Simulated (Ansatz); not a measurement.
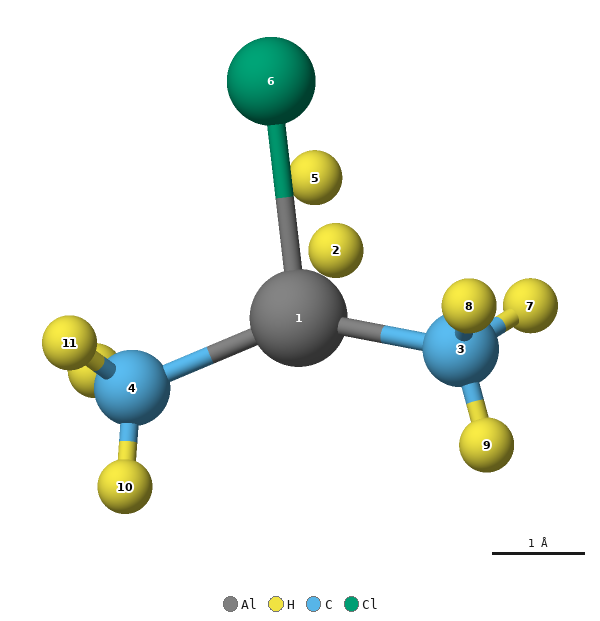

**Figure 1.** The input geometry (ball-and-stick view, seen at a tilt; atoms are numbered from 1 in the order of the input). Sticks mark near contacts.

# Geometry relaxation, with input and output: C₂H₈AlCl (part 1 of 2)

The run: geometry relaxation of C₂H₈AlCl. Method and program: RKS PBE0/def2-SVP (Ansatz 0.2.0).

The input holds or restrains some coordinates. It belongs to a series of runs on one base structure; here: pulled along the bonds that form and break, towards end B. Figures and captions count atoms from 1; the log counts them from 0 in places.

### What the program printed
```
The last accepted step is kept in [file] (removed where the run ends without a failure and the disk answers)
Engine: ansatz 0.2.0, aarch64-unknown-linux-gnu
Functional definition: PBE0
  parameter a = 0.25
  parameter kappa = 0.804
  parameter beta = 0.06672455060314922
  exchange = (1 - a)*pbe_x(kappa = kappa, mu = beta*pi^2/3) + a*exact_x
  correlation = pbe_c(beta = beta)
1105 factors; integrals over basis functions are off by at most 3.9e-4 eV
mean field evaluation 1: about -21298.2856 eV, gradient 5.9e1 eV
mean field evaluation 2: about -21295.8580 eV, gradient 6.3e1 eV
mean field evaluation 4: about -21306.9159 eV, gradient 1.1e0 eV
mean field evaluation 8: about -21306.9322 eV, gradient 1.1e-2 eV
mean field -21306.93221920 eV, -783.0153166983 hartree, gradient 5.6e-5 eV, S^2 0.000000; 0 other end points of the search recorded, 0 dependent functions left out
the calculation of the forces begins
reference -21306.93224959 eV, -783.0153178152 hartree; 25, 25 occupied and 79, 79 virtual orbitals, 1105 factors
relax step   1: F+E_penalty+E_count = -21306.93221920 eV  Δ(F+E_penalty+E_count) = +0.000e0 eV  max|allowed force component| = 1.631e0 eV/Å  E_restraint = 25.35322600 eV  max|allowed force component, restraints' pulls added| = 2.681e1 eV/Å  Δτ_max = 0.0000 Å  (25 SCF iters, accepted)
  distance Al 0 - Cl 5 = 2.6013 Å
  distance H 4 - H 1 = 0.9790 Å
  distance Al 0 - H 1 = 2.0049 Å
  distance H 4 - Cl 5 = 1.7587 Å
these checks for a lower state are left out or cut short: starts, cluster_reference, orbital_swaps, neighbouring_geometries, increment
1105 factors; integrals over basis functions are off by at most 4.0e-4 eV
mean field evaluation 16: about -21306.7649 eV, gradient 9.9e0 eV
mean field -21307.28888215 eV, -783.0284238198 hartree, gradient 1.2e-5 eV, S^2 0.000000; 0 other end points of the search recorded, 0 dependent functions left out
the calculation of the forces begins
reference -21307.28891237 eV, -783.0284249304 hartree; 25, 25 occupied and 79, 79 virtual orbitals, 1105 factors
relax step   2: F+E_penalty+E_count = -21307.28888215 eV  Δ(F+E_penalty+E_count) = -3.567e-1 eV  max|allowed force component| = 2.134e0 eV/Å  E_restraint = 11.74619498 eV  max|allowed force component, restraints' pulls added| = 1.471e1 eV/Å  Δτ_max = 0.1949 Å  (29 SCF iters, accepted)
  distance Al 0 - Cl 5 = 2.5440 Å
  distance H 4 - H 1 = 0.7906 Å
  distance Al 0 - H 1 = 2.2616 Å
  distance H 4 - Cl 5 = 2.0439 Å
these checks for a lower state are left out or cut short: starts, cluster_reference, orbital_swaps, neighbouring_geometries, increment
1105 factors; integrals over basis functions are off by at most 5.1e-4 eV
mean field -21307.46922356 eV, -783.0350512444 hartree, gradient 7.5e-6 eV, S^2 0.000000; 0 other end points of the search recorded, 0 dependent functions left out
the calculation of the forces begins
reference -21307.46925357 eV, -783.0350523474 hartree; 25, 25 occupied and 79, 79 virtual orbitals, 1105 factors
relax step   3: F+E_penalty+E_count = -21307.46922356 eV  Δ(F+E_penalty+E_count) = -1.803e-1 eV  max|allowed force component| = 3.006e0 eV/Å  E_restraint = 3.12426114 eV  max|allowed force component, restraints' pulls added| = 7.806e0 eV/Å  Δτ_max = 0.1945 Å  (27 SCF iters, accepted)
  distance Al 0 - Cl 5 = 2.4144 Å
  distance H 4 - H 1 = 0.6822 Å
  distance Al 0 - H 1 = 2.5241 Å
  distance H 4 - Cl 5 = 2.3421 Å
these checks for a lower state are left out or cut short: starts, cluster_reference, orbital_swaps, neighbouring_geometries, increment
1105 factors; integrals over basis functions are off by at most 7.2e-4 eV
mean field evaluation 32: about -21307.7359 eV, gradient 1.6e-1 eV
mean field -21307.73615655 eV, -783.0448608510 hartree, gradient 8.7e-6 eV, S^2 0.000000; 0 other end points of the search recorded, 0 dependent functions left out
the calculation of the forces begins
reference -21307.73618633 eV, -783.0448619455 hartree; 25, 25 occupied and 79, 79 virtual orbitals, 1105 factors
relax step   4: F+E_penalty+E_count = -21307.73615655 eV  Δ(F+E_penalty+E_count) = -2.669e-1 eV  max|allowed force component| = 3.558e0 eV/Å  E_restraint = 0.08959680 eV  max|allowed force component, restraints' pulls added| = 3.098e0 eV/Å  Δτ_max = 0.1947 Å  (29 SCF iters, accepted)
  distance Al 0 - Cl 5 = 2.2333 Å
  distance H 4 - H 1 = 0.6625 Å
  distance Al 0 - H 1 = 2.7672 Å
  distance H 4 - Cl 5 = 2.5931 Å
these checks for a lower state are left out or cut short: starts, cluster_reference, orbital_swaps, neighbouring_geometries, increment
1105 factors; integrals over basis functions are off by at most 7.4e-4 eV
mean field -21308.00470310 eV, -783.0547297547 hartree, gradient 6.7e-6 eV, S^2 0.000000; 0 other end points of the search recorded, 0 dependent functions left out
the calculation of the forces begins
reference -21308.00473297 eV, -783.0547308524 hartree; 25, 25 occupied and 79, 79 virtual orbitals, 1105 factors
relax step   5: F+E_penalty+E_count = -21308.00470310 eV  Δ(F+E_penalty+E_count) = -2.685e-1 eV  max|allowed force component| = 2.298e0 eV/Å  E_restraint = 0.11036986 eV  max|allowed force component, restraints' pulls added| = 3.744e-1 eV/Å  Δτ_max = 0.2000 Å  (27 SCF iters, accepted)
  distance Al 0 - Cl 5 = 2.2095 Å
  distance H 4 - H 1 = 0.7023 Å
  distance Al 0 - H 1 = 2.8072 Å
  distance H 4 - Cl 5 = 2.6317 Å
these checks for a lower state are left out or cut short: starts, cluster_reference, orbital_swaps, neighbouring_geometries, increment
1105 factors; integrals over basis functions are off by at most 7.4e-4 eV
mean field -21308.04017158 eV, -783.0560331972 hartree, gradient 7.6e-6 eV, S^2 0.000000; 0 other end points of the search recorded, 0 dependent functions left out
the calculation of the forces begins
reference -21308.04020135 eV, -783.0560342911 hartree; 25, 25 occupied and 79, 79 virtual orbitals, 1105 factors
relax step   6: F+E_penalty+E_count = -21308.04017158 eV  Δ(F+E_penalty+E_count) = -3.547e-2 eV  max|allowed force component| = 2.193e0 eV/Å  E_restraint = 0.11555054 eV  max|allowed force component, restraints' pulls added| = 3.232e-1 eV/Å  Δτ_max = 0.0575 Å  (27 SCF iters, accepted)
  distance Al 0 - Cl 5 = 2.2044 Å
  distance H 4 - H 1 = 0.7029 Å
  distance Al 0 - H 1 = 2.8075 Å
  distance H 4 - Cl 5 = 2.6341 Å
these checks for a lower state are left out or cut short: starts, cluster_reference, orbital_swaps, neighbouring_geometries, increment
1105 factors; integrals over basis functions are off by at most 7.4e-4 eV
mean field -21308.06785783 eV, -783.0570506481 hartree, gradient 1.0e-5 eV, S^2 0.000000; 0 other end points of the search recorded, 0 dependent functions left out
the calculation of the forces begins
reference -21308.06788747 eV, -783.0570517372 hartree; 25, 25 occupied and 79, 79 virtual orbitals, 1105 factors
relax step   7: F+E_penalty+E_count = -21308.06785783 eV  Δ(F+E_penalty+E_count) = -2.769e-2 eV  max|allowed force component| = 2.081e0 eV/Å  E_restraint = 0.11840504 eV  max|allowed force component, restraints' pulls added| = 1.773e-1 eV/Å  Δτ_max = 0.1661 Å  (26 SCF iters, accepted)
  distance Al 0 - Cl 5 = 2.2021 Å
  distance H 4 - H 1 = 0.7040 Å
  distance Al 0 - H 1 = 2.8150 Å
  distance H 4 - Cl 5 = 2.6355 Å
these checks for a lower state are left out or cut short: starts, cluster_reference, orbital_swaps, neighbouring_geometries, increment
1105 factors; integrals over basis functions are off by at most 7.3e-4 eV
mean field evaluation 64: about -21308.0794 eV, gradient 6.3e-6 eV
mean field -21308.07935885 eV, -783.0574733029 hartree, gradient 6.3e-6 eV, S^2 0.000000; 0 other end points of the search recorded, 0 dependent functions left out
the calculation of the forces begins
reference -21308.07938844 eV, -783.0574743902 hartree; 25, 25 occupied and 79, 79 virtual orbitals, 1105 factors
relax step   8: F+E_penalty+E_count = -21308.07935885 eV  Δ(F+E_penalty+E_count) = -1.150e-2 eV  max|allowed force component| = 2.032e0 eV/Å  E_restraint = 0.12312389 eV  max|allowed force component, restraints' pulls added| = 7.112e-2 eV/Å  Δτ_max = 0.0776 Å  (27 SCF iters, accepted)
```

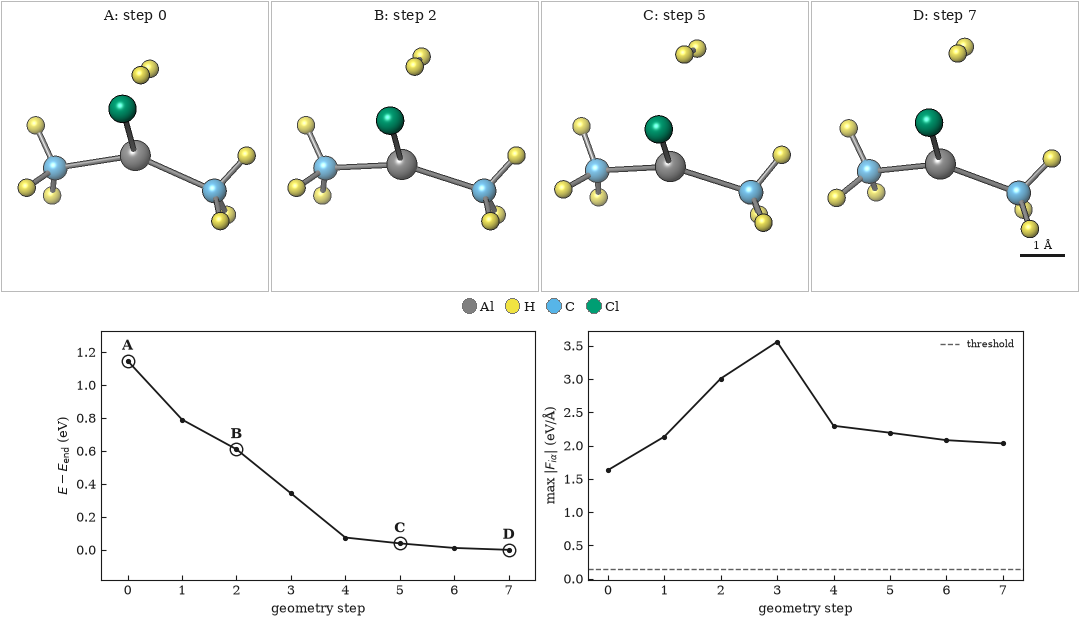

**Figure 2.** Frames of the restrained relaxation (ball-and-stick view, seen at a tilt) above the curves, on which the letters mark them (the first geometry is step 0 here and step 1 in the log).

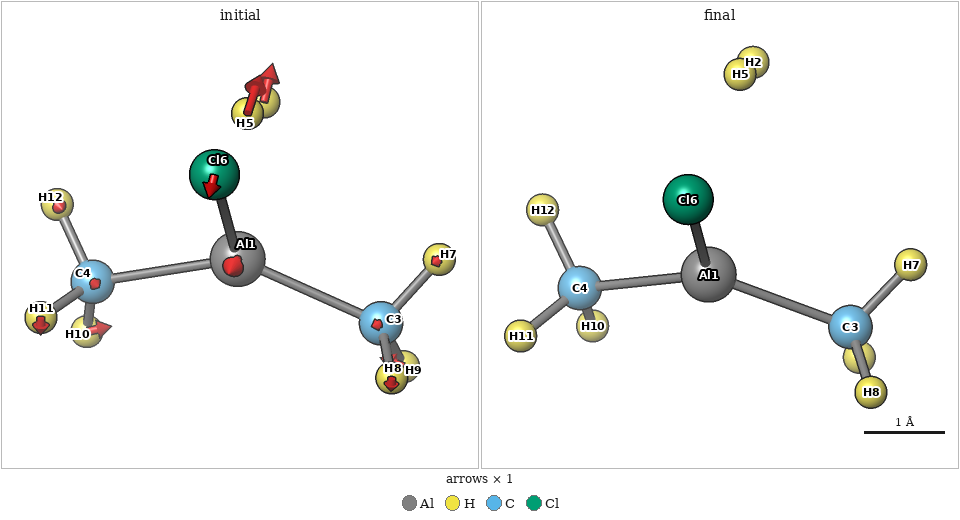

**Figure 3.** Before (left) and after (right) the restrained relaxation, at one scale (ball-and-stick view, seen at a tilt). The red arrows give the displacements, at true length. H5 moves most after the best rigid fit: 0.67 Å. Largest moves by element: H 0.67 Å, Al 0.49 Å, Cl 0.33 Å, C 0.15 Å. Among the contacts that change: Al1–Cl6 2.601 → 2.200 Å, H2–H5 0.979 → 0.705 Å, Al1–C3 1.976 → 1.941 Å, C3–H9 1.093 → 1.102 Å. New bonds form: H2–H5 (0.98 → 0.71 Å). Among the angles that change: C3–Al1–C4 141.5° → 129.0°, C3–Al1–Cl6 105.6° → 115.6°, C4–Al1–Cl6 106.2° → 115.3°. After 7 geometry steps the energy has fallen by 1.147 eV. The largest force component goes from 1.6 to 2 eV/Å. (Atoms are counted from 1 in the order of the input.)

```
  distance Al 0 - Cl 5 = 2.1999 Å
  distance H 4 - H 1 = 0.7053 Å
  distance Al 0 - H 1 = 2.8177 Å
  distance H 4 - Cl 5 = 2.6354 Å
1105 factors; integrals over basis functions are off by at most 7.3e-4 eV
mean field -21308.07935885 eV, -783.0574733029 hartree, gradient 6.3e-6 eV, S^2 0.000000; 1 other end points of the search recorded, 0 dependent functions left out
the calculation of the forces begins
reference -21308.07938844 eV, -783.0574743902 hartree; 25, 25 occupied and 79, 79 virtual orbitals, 1105 factors
Total energy: -21308.07938844 eV, -783.0574743902 hartree
Atom 0 at    -0.213085     0.337224     0.298217 Å, force     0.237392     0.866618     0.130840 eV/Å
Atom 1 at     2.016249     0.601655    -1.404592 Å, force     0.722743    -2.032425    -1.322794 eV/Å
Atom 2 at     0.627656    -0.946057     1.487307 Å, force     0.029191    -0.059427     0.045380 eV/Å
Atom 3 at    -1.519881     0.029836    -1.103093 Å, force    -0.071119    -0.018848    -0.061964 eV/Å
Atom 4 at     1.802569     1.159531    -1.029747 Å, force    -0.684276     1.943051     1.256168 eV/Å
Atom 5 at     0.270494     2.448391     0.683920 Å, force    -0.270599    -0.737876    -0.046411 eV/Å
Atom 6 at     1.718651    -0.796373     1.526961 Å, force     0.013188     0.007701    -0.003446 eV/Å
Atom 7 at     0.259023    -0.803016     2.518005 Å, force    -0.005745    -0.006396    -0.011105 eV/Å
Atom 8 at     0.435382    -1.994039     1.205585 Å, force    -0.007357     0.028086    -0.003136 eV/Å
Atom 9 at    -1.740799    -1.036222    -1.272680 Å, force     0.017300     0.012217     0.015840 eV/Å
Atom 10 at    -2.468537     0.533880    -0.849735 Å, force     0.004051    -0.009245     0.003092 eV/Å
Atom 11 at    -1.187821     0.465190    -2.059847 Å, force     0.015232     0.006544    -0.002463 eV/Å
Dipole moment:    -0.070022    -0.479022    -0.119689 e Å
```

### Trajectory as extended XYZ (Å, eV, eV/Å), 8 frames, from step=1 to step=8
```
12
Properties=species:S:1:pos:R:3:forces:R:3 step=1 energy=-21306.93222
Al   -0.0014    0.0069   -0.0031    0.5030   1.6310   0.2429
H     1.5915    0.5728   -1.0811   -0.6580   0.7174   0.7968
C     0.7554   -1.0220    1.5046   -0.0627   0.2566  -0.4578
C    -1.5326    0.0211   -1.2521    0.4766  -0.0238   0.1967
H     1.3551    1.3800   -0.5802    0.3236  -1.3046  -0.7691
Cl    0.5436    2.4987    0.5075   -0.4845  -1.1314  -0.0419
H     1.8423   -0.8701    1.5092    0.1739   0.0336  -0.0245
H     0.3927   -0.6515    2.4702   -0.1804   0.1877   0.1097
H     0.5773   -2.1003    1.4915   -0.1159  -0.2768  -0.1532
H    -2.0261   -0.9413   -1.4132   -0.0064  -0.3174   0.0427
H    -2.3052    0.7246   -0.9215   -0.0663   0.1735   0.2045
H    -1.1927    0.3811   -2.2315    0.0972   0.0541  -0.1469
```
